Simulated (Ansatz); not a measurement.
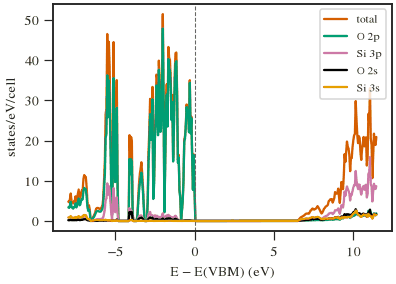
Figure: Total and projected density of states of SiO$_{2}$ in space group I-42d (No. 122; Pearson symbol tI60), the program Ansatz at the r²SCAN level (PAW)

Q: Which orbitals carry the states next to the gap?

A: Top 1 eV of the valence band: O 2p 98 %. Bottom 1 eV of the conduction band: Si 3s 34 %, O 2s 15 %, Si 3p 15 %, O 2p 5 %, outside the projected shells 31 %. Projections are on Löwdin-orthogonalised atomic valence shells; empty p or d shells of many metals are not among them.

Q: Where is the tallest occupied peak in this window, and what makes it?

A: Near -2.0 eV, about 51 states/eV per cell; the largest projected share is O 2p.

The start of the workflow was typed in or built on a structure type; the Crystallography Open Database copy checked does not list it. It is not the phase usual at ambient conditions (space group No. 92, 152, 154). Symmetry was held in the r²SCAN relaxation; its stability against distortions is not shown here.

Potentials: the later of the program's two PAW sets.
